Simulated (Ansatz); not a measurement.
# OH (SMILES [OH]) at U-r2SCAN/3-21G

Aim: the energy change on altering one bond length of OH at U-r2SCAN/3-21G, from 2 runs. 

The calculation is run with Ansatz 0.2.0.

62 further runs of the same task are left out: 62 set aside as unsound or not needed.

## 1. Starting point

OH has 2 atoms, charge 0, and is taken as a doublet. As SMILES, `[OH]`. The coordinates come from a GFN2-xTB relaxation.

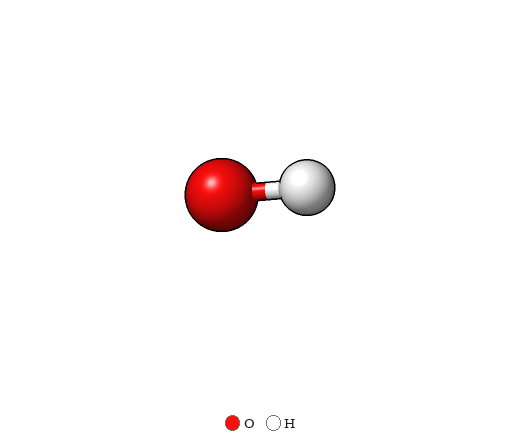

Viewed from a chosen angle; oxygen red, hydrogen white.

## 2. A single-point energy at U-r2SCAN/3-21G

job.yaml reads:

```yaml
crystal:
  periodic: [false, false, false]
  atoms:
    - {symbol: O, position_ang: [0.411770, -0.131830, 0.212430]}
    - {symbol: H, position_ang: [-0.411770, 0.131830, -0.212430]}
basis:
  gaussian: {orbitals: 3-21G.json}
magnetization: {spin_polarized: true, initial_magnetization: 1}
hamiltonian: {xc: r2scan}
accuracy: high
```

The basis set 3-21G is read from a file made from the Basis Set Exchange's data (not shown).

Launch:

```console
$ ansatz run job.yaml --threads 1 --pin off --max-ram 2610MiB --events-out events.jsonl --progress --plain --runs-dir runs
```

The log of the run:

```text
Warning: RAYON_NUM_THREADS=1 ignored (pool sized by the plan → 1); use --threads N
Functional definition: r2SCAN
  name "r2SCAN"
  parameter k0 = 0.174
  parameter k1 = 0.065
  parameter a1 = 4.9479
  exchange = r2scan_x(k0 = k0, k1 = k1, a1 = a1)
  correlation = r2scan_c
150 factors; integrals over basis functions are off by at most 5.2e-9 eV
mean field evaluation 1: about -2047.2682 eV, gradient 1.5e1 eV
mean field evaluation 2: about -2047.2413 eV, gradient 1.5e1 eV
mean field evaluation 4: about -2048.0106 eV, gradient 2.1e-1 eV
mean field evaluation 8: about -2048.0083 eV, gradient 6.3e-3 eV
mean field evaluation 16: about -2048.0083 eV, gradient 1.0e-7 eV
mean field -2048.00825404 eV, -75.2629151462 hartree, gradient 1.0e-7 eV, S^2 0.751345; 0 other end points of the search recorded, 0 dependent functions left out
reference -2048.00825437 eV, -75.2629151583 hartree; 5, 4 occupied and 6, 7 virtual orbitals, 150 factors
Total energy: -2048.00825437 eV, -75.2629151583 hartree
```

Run time: 0.96 s. Hardware: 1 thread of Arm Neoverse V2, shared host; peak memory 0.11 GiB.

## 3. The distorted shape

run.yaml reads:

```yaml
basis:
  gaussian:
    orbitals: 3-21G.json
crystal:
  periodic: [false, false, false]
  atoms:
    - {symbol: O, position_ang: [0.617642, -0.197741, 0.318638]}
    - {symbol: H, position_ang: [-0.411770, 0.131830, -0.212430]}
magnetization:
  spin_polarized: true
  initial_magnetization: 1
hamiltonian:
  xc: r2scan
accuracy: high
```

The basis set 3-21G is read from a file made from the Basis Set Exchange's data (not shown).

Launch:

```console
$ ansatz run run.yaml --threads 1 --pin off --max-ram 2610MiB --events-out events.jsonl --progress --plain --runs-dir runs
```

The log of the run (excerpt; [...] marks lines left out):

```text
Warning: RAYON_NUM_THREADS=1 ignored (pool sized by the plan → 1); use --threads N
[... 7 set-up lines as earlier in the session ...]
150 factors; integrals over basis functions are off by at most 5.6e-9 eV
mean field evaluation 1: about -2046.7644 eV, gradient 1.4e1 eV
mean field evaluation 2: about -2045.7306 eV, gradient 2.1e1 eV
mean field evaluation 4: about -2047.6010 eV, gradient 4.8e-1 eV
mean field evaluation 8: about -2047.6028 eV, gradient 9.7e-3 eV
mean field evaluation 16: about -2047.6028 eV, gradient 1.6e-6 eV
mean field -2047.60282203 eV, -75.2480157946 hartree, gradient 8.4e-8 eV, S^2 0.754486; 0 other end points of the search recorded, 0 dependent functions left out
reference -2047.60282239 eV, -75.2480158078 hartree; 5, 4 occupied and 6, 7 virtual orbitals, 150 factors
Total energy: -2047.60282239 eV, -75.2480158078 hartree
```

It took 1.1 s on 1 thread of Arm Neoverse V2, shared host; peak memory 0.11 GiB.

## 4. Outcome

Level: U-r2SCAN/3-21G.

| quantity | value |
| --- | --- |
| first shape: total energy | -75.26292 Eh |
| first shape: ⟨S²⟩ | 0.751 |
| distorted shape: total energy | -75.24802 Eh |
| distorted shape: ⟨S²⟩ | 0.754 |
| energy change with the O1–H2 bond stretched from 0.963 to 1.204 Å | 0.405 eV |

With the O1–H2 bond stretched from 0.963 to 1.204 Å the energy rises by 0.41 eV (39.1 kJ/mol). The first shape isn't relaxed at this level, so the change isn't measured from a minimum.
